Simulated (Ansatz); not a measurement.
**Run report: SiH2SCl4, geometry relaxation (part 1 of 2)**

SiH2SCl4, computed with RKS B3LYP/def2-SVP (Ansatz 0.2.0).

The input holds or restrains some coordinates. It belongs to a series of runs on one base structure; here: pulled along the bonds that form and break, towards end B. Figures and captions count atoms from 1; the log counts them from 0 in places.

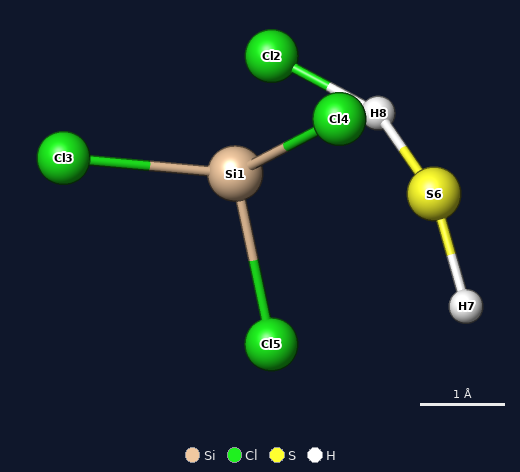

**Figure 1.** The structure as given in the input (ball-and-stick view, seen at a tilt; atoms are numbered from 1 in the order of the input).

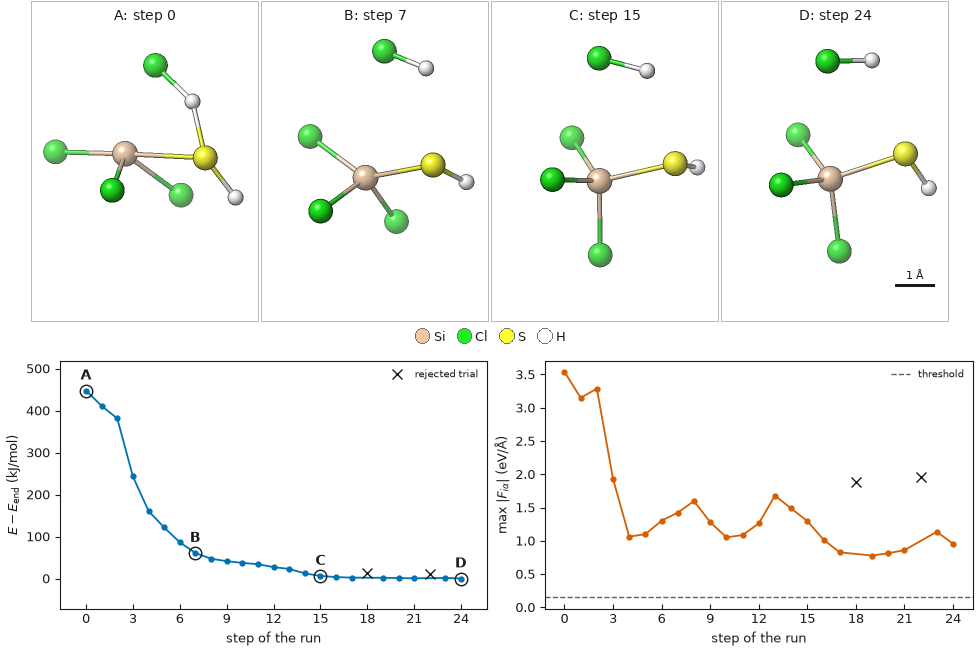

**Figure 2.** Frames of the restrained relaxation (ball-and-stick view, seen at a tilt) above the curves, on which the letters mark them (the first geometry is step 0 here and step 1 in the log).

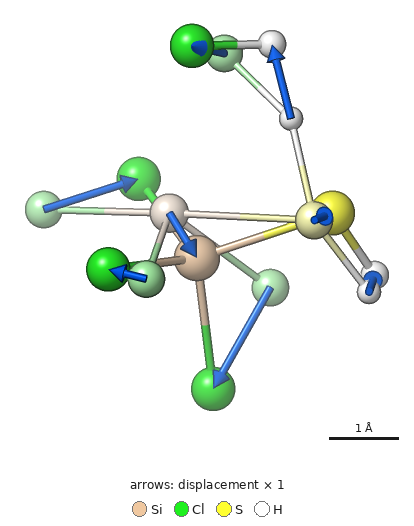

**Figure 3.** Start (faint) and end (solid) with the displacements as blue arrows, at true length (ball-and-stick view, seen at a tilt). The two geometries are laid on each other by the best rigid fit. Over 24 geometry steps the energy falls by 447.5 kJ/mol. The largest force component goes from 3.5 to 0.95 eV/Å. The line search rejected the trial steps at points 18, 22 (counted from 0) and went back. The largest move after the best rigid fit is that of Cl5, 1.75 Å. Largest moves by element: Cl 1.75 Å, H 1.13 Å, Si 0.79 Å, S 0.57 Å. Among the contacts that change: S6–H8 1.536 → 2.603 Å, Si1–S6 2.460 → 2.157 Å, Cl2–H8 1.492 → 1.333 Å, Si1–Cl4 2.128 → 2.052 Å. Bonds break: S6–H8 (1.54 → 2.60 Å). Among the angles that change: Cl3–Si1–S6 178.9° → 114.0°, Cl4–Si1–S6 70.0° → 112.3°, Cl5–Si1–S6 70.0° → 106.3°. (Atoms are counted from 1 in the order of the input.)

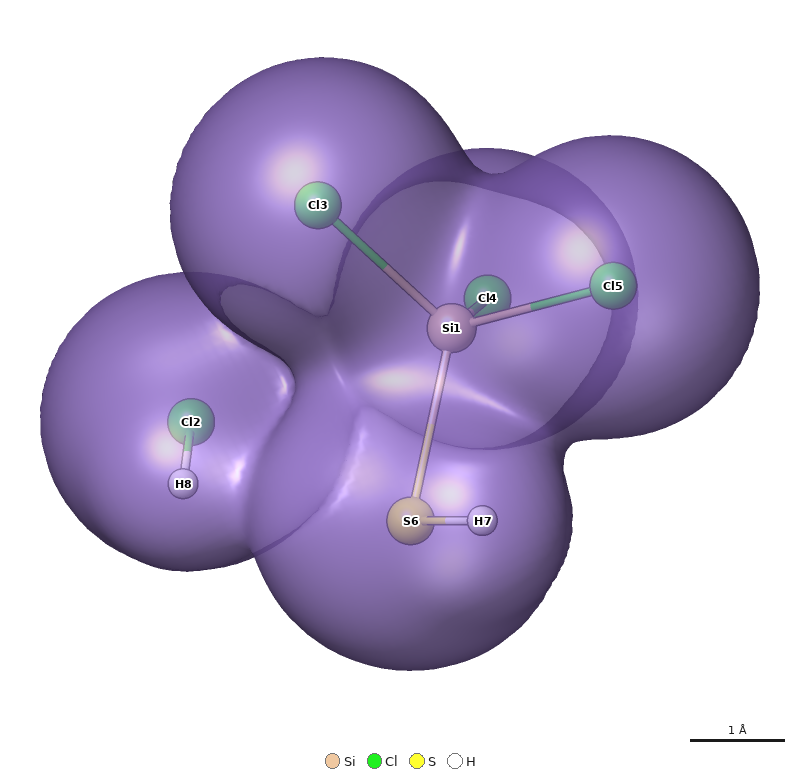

**Figure 4.** Isosurface of the electron density at 0.05 e/Å³ (purple), seen at a tilt. At this value the surface is in one piece. On the grid the lowest density along these lines, outside the cores, is 0.07 e/Å³ (Si···Cl, 3.34 Å), 0.65 e/Å³ (Si–Cl, 2.05 Å), 0.65 e/Å³ (Si–S, 2.16 Å) and 1.5 e/Å³ (Cl–H, 1.33 Å).

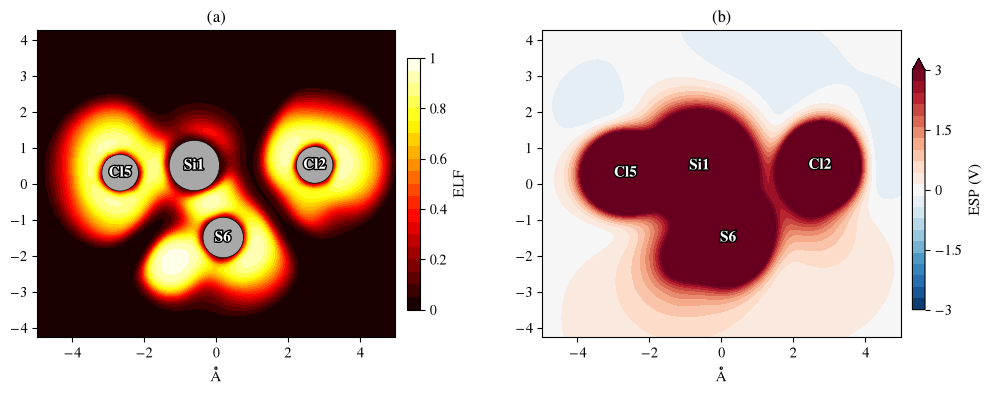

**Figure 5.** (a) electron localisation function; (b) electrostatic potential on the plane of atoms Cl5, Si1 and S6. Grey discs, where drawn, cover atomic cores. Si–Cl (2.07 Å): the ELF peaks at about 0.90 between the atoms (a shared but strongly polarised pair). Si–S (2.16 Å): the ELF peaks at about 0.95 between the atoms, which marks a shared electron pair.

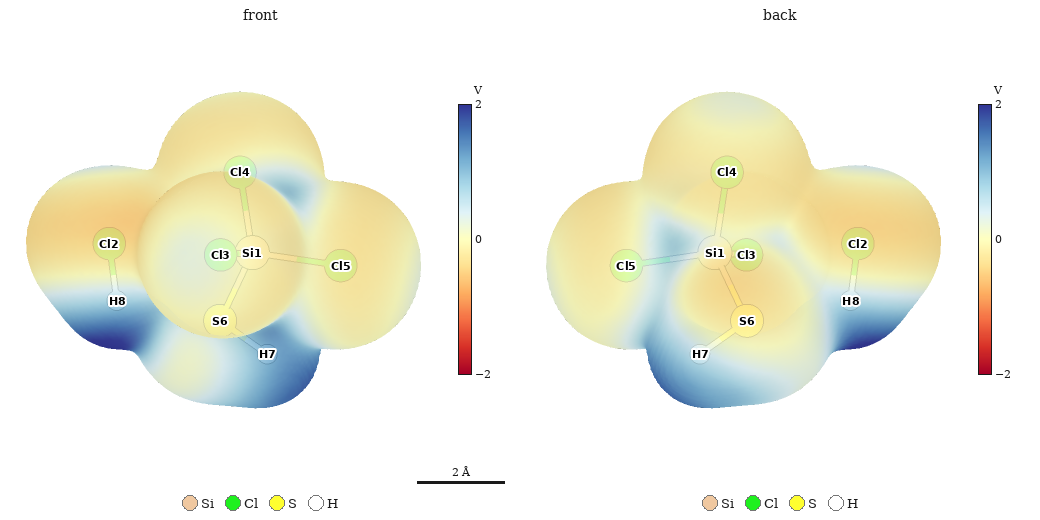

**Figure 6.** The electrostatic potential painted on the density surface at 0.002 e/bohr³, seen at a tilt and from behind; the colour scale runs from red (negative) to blue (positive). A positive charge is drawn to the negative regions and a negative charge to the positive ones.

The input that produced these results follows, with the program's output.

### The input
```yaml
crystal:
  periodic: [false, false, false]
  atoms:
    - { symbol: Si, position_ang: [0.0, 0.0, 0.0] }
    - { symbol: Cl, position_ang: [0.0, 0.0, 2.48] }
    - { symbol: Cl, position_ang: [2.0086, 0.0, -0.7093] }
    - { symbol: Cl, position_ang: [-1.0032, 1.7381, -0.7093] }
    - { symbol: Cl, position_ang: [-1.0032, -1.7381, -0.7093] }
    - { symbol: S, position_ang: [-2.3345, 0.0, 0.7757] }
    - { symbol: H, position_ang: [-3.0901, -0.8728, -0.0163] }
    - { symbol: H, position_ang: [-1.414, 0.0, 2.0048] }
basis:
  gaussian: { orbitals: def2-SVP }
hamiltonian:
  xc: b3lyp
relax:
  f_tol: 0.15
  max_steps: 25
  restrain:
    - { distance: [0, 5], at: 2.16, k: 30.0 }
    - { distance: [7, 1], at: 1.37, k: 30.0 }
    - { distance: [0, 1], at: 3.33, k: 30.0 }
    - { distance: [7, 5], at: 2.6, k: 30.0 }
output:
  orbitals: {}
```

Launched with:
```bash
ansatz run input.yaml --threads 4 --pin off --max-ram 5120MiB --backend cpu --events-out ev --progress --plain --runs-dir out
```

### Log
```
The last accepted step is kept in [file] (removed where the run ends without a failure and the disk answers)
Engine: ansatz 0.2.0, aarch64-unknown-linux-gnu
Functional definition: B3LYP
  parameter a0 = 0.2
  parameter ax = 0.72
  parameter ac = 0.81
  exchange = (1 - a0 - ax)*slater_x + ax*b88_x + a0*exact_x
  correlation = (1 - ac)*vwn_rpa_c + ac*lyp_c
1151 factors; integrals over basis functions are off by at most 5.0e-4 eV
mean field evaluation 1: about -68814.9129 eV, gradient 2.7e1 eV
mean field evaluation 2: about -68804.8846 eV, gradient 6.2e1 eV
mean field evaluation 4: about -68817.0870 eV, gradient 3.4e0 eV
mean field evaluation 8: about -68817.1230 eV, gradient 7.4e-2 eV
mean field evaluation 16: about -68817.1230 eV, gradient 7.5e-5 eV
mean field -68817.12300286 eV, -2528.9826244339 hartree, gradient 7.5e-5 eV, S^2 0.000000; 0 other end points of the search recorded, 0 dependent functions left out
the calculation of the forces begins
reference -68817.12325537 eV, -2528.9826337135 hartree; 50, 50 occupied and 68, 68 virtual orbitals, 1151 factors
relax step   1: F+E_penalty+E_count = -68817.12300286 eV  Δ(F+E_penalty+E_count) = +0.000e0 eV  max|allowed force component| = 3.541e0 eV/Å  E_restraint = 29.40455365 eV  max|allowed force component, restraints' pulls added| = 2.705e1 eV/Å  Δτ_max = 0.0000 Å  (27 SCF iters, accepted)
  distance Si 0 - S 5 = 2.4600 Å
  distance H 7 - Cl 1 = 1.4917 Å
  distance Si 0 - Cl 1 = 2.4800 Å
  distance H 7 - S 5 = 1.5356 Å
these checks for a lower state are left out or cut short: starts, cluster_reference, orbital_swaps, neighbouring_geometries, increment
1151 factors; integrals over basis functions are off by at most 3.6e-4 eV
mean field -68817.50223660 eV, -2528.9965610168 hartree, gradient 1.3e-5 eV, S^2 0.000000; 0 other end points of the search recorded, 0 dependent functions left out
[... from here on the field's lines of each further geometry are left out, up to the last ...]
relax step   2: F+E_penalty+E_count = -68817.50223660 eV  Δ(F+E_penalty+E_count) = -3.792e-1 eV  max|allowed force component| = 3.149e0 eV/Å  E_restraint = 12.85566496 eV  max|allowed force component, restraints' pulls added| = 1.840e1 eV/Å  Δτ_max = 0.1953 Å  (37 SCF iters, accepted)
relax step   3: F+E_penalty+E_count = -68817.80999816 eV  Δ(F+E_penalty+E_count) = -3.078e-1 eV  max|allowed force component| = 3.288e0 eV/Å  E_restraint = 3.90595704 eV  max|allowed force component, restraints' pulls added| = 9.580e0 eV/Å  Δτ_max = 0.1947 Å  (36 SCF iters, accepted)
relax step   4: F+E_penalty+E_count = -68819.24319009 eV  Δ(F+E_penalty+E_count) = -1.433e0 eV  max|allowed force component| = 1.930e0 eV/Å  E_restraint = 0.31138853 eV  max|allowed force component, restraints' pulls added| = 2.600e0 eV/Å  Δτ_max = 0.1950 Å  (32 SCF iters, accepted)
relax step   5: F+E_penalty+E_count = -68820.09480145 eV  Δ(F+E_penalty+E_count) = -8.516e-1 eV  max|allowed force component| = 1.062e0 eV/Å  E_restraint = 0.02803085 eV  max|allowed force component, restraints' pulls added| = 8.674e-1 eV/Å  Δτ_max = 0.1950 Å  (28 SCF iters, accepted)
relax step   6: F+E_penalty+E_count = -68820.50233041 eV  Δ(F+E_penalty+E_count) = -4.075e-1 eV  max|allowed force component| = 1.099e0 eV/Å  E_restraint = 0.02387316 eV  max|allowed force component, restraints' pulls added| = 7.347e-1 eV/Å  Δτ_max = 0.2000 Å  (26 SCF iters, accepted)
relax step   7: F+E_penalty+E_count = -68820.86717470 eV  Δ(F+E_penalty+E_count) = -3.648e-1 eV  max|allowed force component| = 1.303e0 eV/Å  E_restraint = 0.01634778 eV  max|allowed force component, restraints' pulls added| = 6.804e-1 eV/Å  Δτ_max = 0.1922 Å  (27 SCF iters, accepted)
relax step   8: F+E_penalty+E_count = -68821.13116633 eV  Δ(F+E_penalty+E_count) = -2.640e-1 eV  max|allowed force component| = 1.423e0 eV/Å  E_restraint = 0.01639307 eV  max|allowed force component, restraints' pulls added| = 8.451e-1 eV/Å  Δτ_max = 0.1952 Å  (26 SCF iters, accepted)
relax step   9: F+E_penalty+E_count = -68821.27289409 eV  Δ(F+E_penalty+E_count) = -1.417e-1 eV  max|allowed force component| = 1.597e0 eV/Å  E_restraint = 0.01751646 eV  max|allowed force component, restraints' pulls added| = 1.090e0 eV/Å  Δτ_max = 0.1968 Å  (27 SCF iters, accepted)
relax step  10: F+E_penalty+E_count = -68821.33322453 eV  Δ(F+E_penalty+E_count) = -6.033e-2 eV  max|allowed force component| = 1.280e0 eV/Å  E_restraint = 0.02929419 eV  max|allowed force component, restraints' pulls added| = 2.952e-1 eV/Å  Δτ_max = 0.2000 Å  (26 SCF iters, accepted)
relax step  11: F+E_penalty+E_count = -68821.37509263 eV  Δ(F+E_penalty+E_count) = -4.187e-2 eV  max|allowed force component| = 1.051e0 eV/Å  E_restraint = 0.04843445 eV  max|allowed force component, restraints' pulls added| = 6.425e-1 eV/Å  Δτ_max = 0.1954 Å  (27 SCF iters, accepted)
relax step  12: F+E_penalty+E_count = -68821.40856261 eV  Δ(F+E_penalty+E_count) = -3.347e-2 eV  max|allowed force component| = 1.085e0 eV/Å  E_restraint = 0.05193329 eV  max|allowed force component, restraints' pulls added| = 8.261e-1 eV/Å  Δτ_max = 0.1980 Å  (26 SCF iters, accepted)
relax step  13: F+E_penalty+E_count = -68821.47960496 eV  Δ(F+E_penalty+E_count) = -7.104e-2 eV  max|allowed force component| = 1.260e0 eV/Å  E_restraint = 0.04597434 eV  max|allowed force component, restraints' pulls added| = 5.599e-1 eV/Å  Δτ_max = 0.1951 Å  (26 SCF iters, accepted)
relax step  14: F+E_penalty+E_count = -68821.52510777 eV  Δ(F+E_penalty+E_count) = -4.550e-2 eV  max|allowed force component| = 1.680e0 eV/Å  E_restraint = 0.01970065 eV  max|allowed force component, restraints' pulls added| = 1.366e0 eV/Å  Δτ_max = 0.1951 Å  (26 SCF iters, accepted)
relax step  15: F+E_penalty+E_count = -68821.63441256 eV  Δ(F+E_penalty+E_count) = -1.093e-1 eV  max|allowed force component| = 1.485e0 eV/Å  E_restraint = 0.01927973 eV  max|allowed force component, restraints' pulls added| = 9.695e-1 eV/Å  Δτ_max = 0.1990 Å  (25 SCF iters, accepted)
relax step  16: F+E_penalty+E_count = -68821.69818782 eV  Δ(F+E_penalty+E_count) = -6.378e-2 eV  max|allowed force component| = 1.297e0 eV/Å  E_restraint = 0.02049869 eV  max|allowed force component, restraints' pulls added| = 4.430e-1 eV/Å  Δτ_max = 0.1940 Å  (26 SCF iters, accepted)
relax step  17: F+E_penalty+E_count = -68821.72557093 eV  Δ(F+E_penalty+E_count) = -2.738e-2 eV  max|allowed force component| = 1.016e0 eV/Å  E_restraint = 0.02319154 eV  max|allowed force component, restraints' pulls added| = 2.064e-1 eV/Å  Δτ_max = 0.2000 Å  (27 SCF iters, accepted)
relax step  18: F+E_penalty+E_count = -68821.73982041 eV  Δ(F+E_penalty+E_count) = -1.425e-2 eV  max|allowed force component| = 8.261e-1 eV/Å  E_restraint = 0.02514106 eV  max|allowed force component, restraints' pulls added| = 5.854e-2 eV/Å  Δτ_max = 0.1877 Å  (26 SCF iters, accepted)
relax step  19: F+E_penalty+E_count = -68821.63111574 eV  Δ(F+E_penalty+E_count) = +1.087e-1 eV  max|allowed force component| = 1.890e0 eV/Å  E_restraint = 0.01692807 eV  max|allowed force component, restraints' pulls added| = 2.482e0 eV/Å  Δτ_max = 0.1997 Å  (26 SCF iters, rejected (line search))
relax step  20: F+E_penalty+E_count = -68821.74368519 eV  Δ(F+E_penalty+E_count) = -3.865e-3 eV  max|allowed force component| = 7.781e-1 eV/Å  E_restraint = 0.02566901 eV  max|allowed force component, restraints' pulls added| = 1.986e-1 eV/Å  Δτ_max = 0.0978 Å  (23 SCF iters, accepted)
relax step  21: F+E_penalty+E_count = -68821.74981912 eV  Δ(F+E_penalty+E_count) = -6.134e-3 eV  max|allowed force component| = 8.122e-1 eV/Å  E_restraint = 0.02351494 eV  max|allowed force component, restraints' pulls added| = 1.544e-1 eV/Å  Δτ_max = 0.1000 Å  (25 SCF iters, accepted)
relax step  22: F+E_penalty+E_count = -68821.75660901 eV  Δ(F+E_penalty+E_count) = -6.790e-3 eV  max|allowed force component| = 8.601e-1 eV/Å  E_restraint = 0.02366358 eV  max|allowed force component, restraints' pulls added| = 1.106e-1 eV/Å  Δτ_max = 0.1500 Å  (26 SCF iters, accepted)
relax step  23: F+E_penalty+E_count = -68821.65919167 eV  Δ(F+E_penalty+E_count) = +9.742e-2 eV  max|allowed force component| = 1.955e0 eV/Å  E_restraint = 0.01037521 eV  max|allowed force component, restraints' pulls added| = 2.360e0 eV/Å  Δτ_max = 0.1950 Å  (26 SCF iters, rejected (line search))
relax step  24: F+E_penalty+E_count = -68821.74766056 eV  Δ(F+E_penalty+E_count) = +8.948e-3 eV  max|allowed force component| = 1.136e0 eV/Å  E_restraint = 0.01432180 eV  max|allowed force component, restraints' pulls added| = 4.380e-1 eV/Å  Δτ_max = 0.0971 Å  (26 SCF iters, accepted)
the calculation of the forces begins
reference -68821.76161663 eV, -2529.1530903457 hartree; 50, 50 occupied and 68, 68 virtual orbitals, 1155 factors
relax step  25: F+E_penalty+E_count = -68821.76134985 eV  Δ(F+E_penalty+E_count) = -1.369e-2 eV  max|allowed force component| = 9.538e-1 eV/Å  E_restraint = 0.02345034 eV  max|allowed force component, restraints' pulls added| = 2.526e-2 eV/Å  Δτ_max = 0.0821 Å  (24 SCF iters, accepted)
  distance Si 0 - S 5 = 2.1571 Å
  distance H 7 - Cl 1 = 1.3334 Å
  distance Si 0 - Cl 1 = 3.3443 Å
  distance H 7 - S 5 = 2.6026 Å
1155 factors; integrals over basis functions are off by at most 5.2e-4 eV
mean field evaluation 192: about -68821.7613 eV, gradient 1.8e-1 eV
mean field -68821.76134985 eV, -2529.1530805418 hartree, gradient 7.0e-5 eV, S^2 0.000000; 1 other end points of the search recorded, 0 dependent functions left out
the calculation of the forces begins
reference -68821.76161663 eV, -2529.1530903457 hartree; 50, 50 occupied and 68, 68 virtual orbitals, 1155 factors
Total energy: -68821.76161663 eV, -2529.1530903457 hartree
Atom 0 at    -0.606448    -0.127624    -0.443299 Å, force    -0.141907    -0.203816    -0.308893 eV/Å
Atom 1 at    -0.192906     1.300122     2.552554 Å, force    -0.468101    -0.754304     0.664026 eV/Å
Atom 2 at     1.162527    -0.926683     0.244696 Å, force     0.005445     0.000703    -0.001053 eV/Å
Atom 3 at    -0.369301     1.865869    -0.870195 Å, force    -0.002236    -0.000544    -0.003693 eV/Å
Atom 4 at    -1.021326    -1.096870    -2.228905 Å, force     0.001080    -0.003980    -0.006215 eV/Å
Atom 5 at    -2.294177    -0.494017     0.849226 Å, force     0.040579     0.011093    -0.114761 eV/Å
Atom 6 at    -2.695894    -1.565044     0.124881 Å, force     0.000127    -0.002999    -0.009551 eV/Å
Atom 7 at    -0.818875     0.171448     2.887343 Å, force     0.565013     0.953845    -0.219861 eV/Å
Dipole moment:    -0.234282    -0.291128     0.172447 e Å
```
